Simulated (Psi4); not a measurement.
# [BH2F2]− (SMILES F[BH2-]F) at HSE06/cc-pVTZ

Aim: the energy change on altering one bond length of [BH2F2]− at HSE06/cc-pVTZ, from 2 runs. 

The calculation is run with Psi4 1.11.

2 further runs of the same task are left out: 2 set aside as unsound or not needed.

## 1. Starting point

[BH2F2]−: 5 atoms, total charge -1, spin state singlet. As SMILES, `F[BH2-]F`. The coordinates come from a GFN2-xTB relaxation.

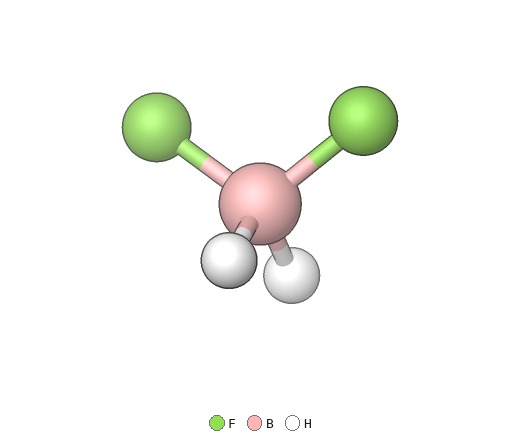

Viewed from a chosen angle; fluorine green, boron pink, hydrogen white.

## 2. Energy and gradient at HSE06/cc-pVTZ

Contents of input.in:

```
memory 1.6 GB

molecule m {
  -1 1
  F     -1.176970     0.624500     0.383180
  B      0.033530     0.014270    -0.056090
  F      0.407580    -0.947330     0.926670
  H     -0.171950    -0.560090    -1.118950
  H      0.907810     0.868650    -0.134810
  units angstrom
  symmetry c1
}

set {
  basis cc-pVTZ
  puream true
  e_convergence 1e-09
  d_convergence 1e-08
  scf_type pk
  dft_radial_points 99
  dft_spherical_points 590
}

e_tot, wfn = gradient('hse06', return_wfn=True)
oeprop(wfn, 'MULLIKEN_CHARGES', 'QUADRUPOLE', 'LOWDIN_CHARGES', title='HSE06')
```

On the command line:

```sh
$ psi4 -n 1 input.in input.out
```

input.out:

```text
[...]
  Running in c1 symmetry.
[...]
  Nuclear repulsion =   65.473347089984955
[...]
  Multiplicity = 1
[...]
  Nalpha       = 13
  Nbeta        = 13
[...]
    Number of basis functions: 118
[...]
   @RKS iter   1:  -225.58479309654044   -5.64300e-01   5.27457e-03 ADIIS/DIIS
[...]
   @RKS iter  10:  -225.75036354014833   -1.56604e-11   2.54294e-09 DIIS
[...]
    Orbital Energies [Eh]
    ---------------------
    Doubly Occupied:
       1A    -24.467689     2A    -24.467649     3A     -6.547305
       4A     -0.937089     5A     -0.908464     6A     -0.302155
       7A     -0.222875     8A     -0.209801     9A     -0.208203
      10A     -0.145471    11A     -0.127632    12A     -0.109533
      13A     -0.030829
[...]
  @RKS Final Energy:  -225.75036354014833
   => Energetics <=
    Nuclear Repulsion Energy =             65.4733470899849550
    One-Electron Energy =                -450.6997547815849998
    Two-Electron Energy =                 179.4696087475489605
    DFT Exchange-Correlation Energy =     -19.9935645960972188
    Empirical Dispersion Energy =           0.0000000000000000
    VV10 Nonlocal Energy =                  0.0000000000000000
    Total Energy =                       -225.7503635401483280
[...]
  -Total Gradient:
     Atom            X                  Y                   Z
    ------   -----------------  -----------------  -----------------
       1        0.004387262276    -0.003314875553    -0.000265355141
       2        0.005392383017     0.002418273281    -0.008519496142
       3       -0.002845497510     0.003859100261    -0.002741322756
       4       -0.000276066790     0.002765797598     0.008738688369
       5       -0.006666029234    -0.005731712888     0.002800919176
[...]
 Multipole Moments:
 ------------------------------------------------------------------------------------
     Multipole            Electronic (a.u.)      Nuclear  (a.u.)        Total (a.u.)
 ------------------------------------------------------------------------------------
 L = 1.  Multiply by 2.5417464519 to convert [e a0] to [Debye]
 Dipole X            :         -1.4214190            1.1281114           -0.2933076
 Dipole Y            :         -0.5954291            0.4730045           -0.1224246
 Dipole Z            :          2.4244039           -1.9222466            0.5021573
 Magnitude           :                                                    0.5942888
 L = 2.  Multiply by 1.3450342976 to convert [e a0^2] to [Debye ang]
 Quadrupole XX       :        -65.1894179           47.8018559          -17.3875620
 Quadrupole XY       :         35.8721238          -35.0149501            0.8571737
[...]
  Mulliken Charges: (a.u.)
   Center  Symbol    Alpha    Beta     Spin     Total
       1     F     4.69740  4.69740  0.00000 -0.39481
       2     B     2.31375  2.31375  0.00000  0.37251
       3     F     4.69738  4.69738  0.00000 -0.39476
       4     H     0.64588  0.64588  0.00000 -0.29177
       5     H     0.64559  0.64559  0.00000 -0.29117
   Total alpha = 13.00000, Total beta = 13.00000, Total charge = -1.00000
  Lowdin Charges: (a.u.)
   Center  Symbol    Alpha    Beta     Spin     Total
       1     F     4.41053  4.41053  0.00000  0.17895
[...]
```

It took 40 s on 1 thread of Intel Xeon 6975P-C (Granite Rapids), shared host; peak memory 0.89 GiB.

## 3. The distorted shape, same level

Contents of run_ase.py:

```python
import numpy as np
from ase.calculators.psi4 import Psi4
from ase import Atoms

a = Atoms(['F', 'B', 'F', 'H', 'H'], positions=[
    [-0.930401, 1.313713, 1.658578],
    [0.280099, 0.703483, 1.219308],
    [0.654149, -0.258117, 2.202068],
    [-0.171950, -0.560090, -1.118950],
    [1.154379, 1.557863, 1.140588],
])
calc = Psi4(atoms=a, method='hse06', basis='cc-pVTZ', memory='1600MB', num_threads=1, charge=-1, multiplicity=1, label='bf2h2')
calc.psi4.set_options({'puream': True, 'e_convergence': 1e-09, 'd_convergence': 1e-08, 'scf_type': 'pk', 'dft_radial_points': 99, 'dft_spherical_points': 590})
a.calc = calc

forces = a.get_forces()
print(f'energy: {a.get_potential_energy():.6f} eV')
print('forces / eV A^-1')
print(np.round(forces, 5))
```

On the command line:

```sh
$ python run_ase.py
```

bf2h2.dat:

```text
[...]
  Running in c1 symmetry.
[...]
  Nuclear repulsion =   62.558746032401181
[...]
  Multiplicity = 1
[...]
  Nalpha       = 13
  Nbeta        = 13
[...]
    Number of basis functions: 118
[...]
   @RKS iter   1:  -225.52230657862668   -6.61947e-01   4.73951e-03 DIIS/ADIIS
[...]
   @RKS iter  10:  -225.64860156930615   -1.02318e-11   6.69043e-09 DIIS
[...]
    Orbital Energies [Eh]
    ---------------------
    Doubly Occupied:
       1A    -24.551616     2A    -24.551576     3A     -6.686829
       4A     -1.014961     5A     -0.985762     6A     -0.370106
       7A     -0.300073     8A     -0.284714     9A     -0.258702
      10A     -0.217743    11A     -0.200397    12A     -0.160563
      13A      0.006684
[...]
  @RKS Final Energy:  -225.64860156930615
   => Energetics <=
    Nuclear Repulsion Energy =             62.5587460324011815
    One-Electron Energy =                -442.9957487438105090
    Two-Electron Energy =                 174.6200790902947517
    DFT Exchange-Correlation Energy =     -19.8316779481915688
    Empirical Dispersion Energy =           0.0000000000000000
    VV10 Nonlocal Energy =                  0.0000000000000000
    Total Energy =                       -225.6486015693061518
[...]
 Multipole Moments:
 ------------------------------------------------------------------------------------
     Multipole            Electronic (a.u.)      Nuclear  (a.u.)        Total (a.u.)
 ------------------------------------------------------------------------------------
 L = 1.  Multiply by 2.5417464519 to convert [e a0] to [Debye]
 Dipole X            :         -0.7531108            0.8922584            0.1391476
 Dipole Y            :          1.2502152           -0.1862549            1.0639603
 Dipole Z            :          5.8160017           -3.1422150            2.6737868
 Magnitude           :                                                    2.8810604
[...]
  -Total Gradient:
     Atom            X                  Y                   Z
    ------   -----------------  -----------------  -----------------
       1       -0.022205073288     0.020855702084     0.025139470364
       2        0.014304273102    -0.006565150901    -0.060497535660
       3        0.010390663947    -0.011478832514     0.036317777737
       4       -0.004662289179    -0.012231249354    -0.021812688540
       5        0.002156225076     0.009390970411     0.020817478821
[...]
```

On the terminal:

```text
energy: -6140.211203 eV
forces / eV A^-1
[[ 1.14183 -1.07244 -1.29272]
 [-0.73556  0.33759  3.11091]
 [-0.53431  0.59027 -1.86754]
 [ 0.23974  0.62896  1.12165]
 [-0.11088 -0.4829  -1.07048]]
```

It took 39 s on 1 thread of Intel Xeon 6975P-C (Granite Rapids), shared host; peak memory 0.92 GiB.

## 4. What came out

Level: HSE06/cc-pVTZ.

| quantity | value |
| --- | --- |
| first shape: total energy | -225.75036 Eh |
| first shape: HOMO energy | -0.84 eV |
| first shape: LUMO energy | 8.01 eV |
| first shape: HOMO–LUMO gap (to an unbound level, set by the basis) | 8.85 eV |
| first shape: largest force on an atom | 0.533 eV/Å |
| distorted shape: total energy | -225.64860 Eh |
| distorted shape: HOMO energy | 0.18 eV |
| distorted shape: LUMO energy | 3.86 eV |
| distorted shape: HOMO–LUMO gap (to an unbound level, set by the basis) | 3.68 eV |
| distorted shape: largest force on an atom | 3.214 eV/Å |
| energy change with the B2–H4 bond stretched from 1.225 to 2.696 Å | 2.769 eV |

With the B2–H4 bond stretched from 1.225 to 2.696 Å the energy rises by 2.77 eV (267 kJ/mol). The first shape isn't relaxed at this level, so the change isn't measured from a minimum. The largest force (first shape) is 0.53 eV/Å: the shape isn't a stationary point for this species at this level. The HOMO (distorted shape) lies at positive energy, 0.18 eV; only total energies tell whether the electron is bound.
